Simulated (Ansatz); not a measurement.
# C2H8OSi: a ladder of functionals and wavefunction methods

How much do the methods differ for C2H8OSi? The plan is to run it at one geometry with functionals of several rungs and with coupled cluster. The yardstick is the atomisation energy at the CCSD(T) limit.

Program: Ansatz 0.2.0, Gaussian basis. Level of theory: functionals in def2-TZVPP, the program's frozen cores in correlated methods. These are calculated values, not measurements.

The runs, in order: LDA (SPW92), PBE-D4, revPBE-D4, BLYP-D4, r2SCAN-D4, B97M-V, PBE0-D4, B3LYP-D4, r2SCANh-D4, r2SCAN0-D4, HSE06-D4, BHLYP-D4, CAM-B3LYP-D4, LC-ωPBE, ωB97X-V, ωB97M-V, B2PLYP, PBE-QIDH; CCSD(T)/def2-SVP; CCSD(T)/def2-TZVPP; MP2/def2-QZVPP; extrapolation to the limit; RPA on PBE.

**1. Structure used throughout**

The geometry comes from an earlier relaxation with PBE0-D4 in a triple-zeta def2 set; it is a stationary point, not always the lowest conformer.

SMILES `CC[SiH2]O`, 12 atoms, charge 0, spin multiplicity 1.

Atoms are counted from 1 here; the program's logs count them from 0.

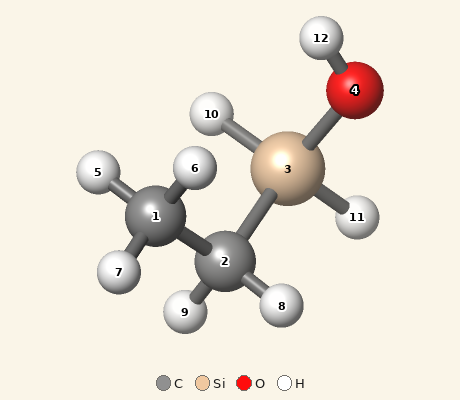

The structure; carbon grey, silicon light orange, oxygen red, hydrogen white; atoms are numbered from 1 in the order of the file.

Coordinates:

```xyz
12
C2H8OSi
C    -1.4620   -0.3151   -0.1304
C    -0.1931   -0.5952    0.6706
Si    1.3481    0.1382   -0.0886
O     1.2580    1.7827   -0.2296
H    -1.3847   -0.7013   -1.1508
H    -1.6591    0.7583   -0.1987
H    -2.3414   -0.7753    0.3268
H    -0.2921   -0.2109    1.6917
H    -0.0311   -1.6758    0.7672
H     1.5558   -0.4735   -1.4355
H     2.5306   -0.1249    0.7691
H     0.7481    2.1376   -0.9579
```

**2. LDA**

This LDA is Slater exchange with PW92 correlation.

The input, in.yaml:

```yaml
crystal:
  periodic: [false, false, false]
  atoms:
    - {symbol: C, position_ang: [-1.462032, -0.315082, -0.130353]}
    - {symbol: C, position_ang: [-0.193108, -0.595223, 0.670555]}
    - {symbol: Si, position_ang: [1.348053, 0.138237, -0.088584]}
    - {symbol: O, position_ang: [1.257971, 1.782743, -0.229554]}
    - {symbol: H, position_ang: [-1.384698, -0.701280, -1.150781]}
    - {symbol: H, position_ang: [-1.659094, 0.758335, -0.198744]}
    - {symbol: H, position_ang: [-2.341424, -0.775269, 0.326842]}
    - {symbol: H, position_ang: [-0.292139, -0.210908, 1.691680]}
    - {symbol: H, position_ang: [-0.031104, -1.675825, 0.767170]}
    - {symbol: H, position_ang: [1.555764, -0.473528, -1.435514]}
    - {symbol: H, position_ang: [2.530594, -0.124909, 0.769110]}
    - {symbol: H, position_ang: [0.748118, 2.137609, -0.957929]}
basis:
  gaussian: {orbitals: def2-TZVPP}
hamiltonian: {xc: lda}
output: {orbitals: {seedname: orbitals}}
```

Further steps of the session: PBE-D4 (GGA); revPBE-D4 (GGA); BLYP-D4 (GGA); r2SCAN-D4 (meta-GGA); B97M-V (meta-GGA); PBE0-D4 (hybrid); B3LYP-D4 (hybrid); r2SCANh-D4 (hybrid); r2SCAN0-D4 (hybrid); HSE06-D4 (hybrid); BHLYP-D4 (hybrid); CAM-B3LYP-D4 (range-separated); LC-ωPBE-D4 (range-separated); ωB97X-V (range-separated); ωB97M-V (range-separated); B2PLYP (double hybrid); PBE-QIDH (double hybrid); CCSD(T) in def2-SVP; CCSD(T) in def2-TZVPP; MP2 in def2-QZVPP; RPA on PBE orbitals.

Before running them: what should the planned runs give, taken together? Wanted: atomisation energy, CCSD(T)/CBS; farthest beyond LDA; mean size of error, GGA; mean size of error, meta-GGA; mean size of error, hybrid; mean size of error, range-separated; mean size of error, double hybrid; gap, smallest and largest; T1 diagnostic.

As calculated:

| quantity | value |
| --- | --- |
| atomisation energy, CCSD(T)/CBS | 4441.5 kJ/mol |
| functionals within 22.2 kJ/mol (0.5 %) | PBE-D4, r2SCAN-D4, B97M-V, B3LYP-D4, CAM-B3LYP-D4, ωB97X-V, ωB97M-V |
| farthest beyond LDA | BHLYP-D4 (-105.5 kJ/mol) |
| mean size of error, GGA | 43.0 kJ/mol |
| mean size of error, meta-GGA | 8.3 kJ/mol |
| mean size of error, hybrid | 42.3 kJ/mol |
| mean size of error, range-separated | 11.6 kJ/mol |
| mean size of error, double hybrid | 49.0 kJ/mol |
| gap, smallest and largest | 6.06 eV (LDA (SPW92)), 13.31 eV (LC-ωPBE) |
| T1 diagnostic | 0.0100 |
| triples share of the correlation energy | 3.4 % |

**Reading.** The LDA atomisation energy is off by 536.6 kJ/mol (12 %): it overbinds. PBE-D4 is off by +19.0 kJ/mol. Double hybrids carry the basis error of their MP2 part in triple zeta, and no dispersion term here, so their miss is partly the set-up's. The rungs meta-GGA, range-separated miss on average by less than the doubt on the reference (22.2 kJ/mol), so they tie. Misses under about 22.2 kJ/mol are within the doubt on the reference itself, which lacks core-valence correlation, relativity and higher excitations. Hartree-Fock recovers 75 % of the binding; the rest is correlation. CCSD(T) in def2-SVP is off by -250.1 kJ/mol, which most functionals beat. The gap grows from 6.1 to 13.3 eV across the functionals, mostly with the share of exact exchange.
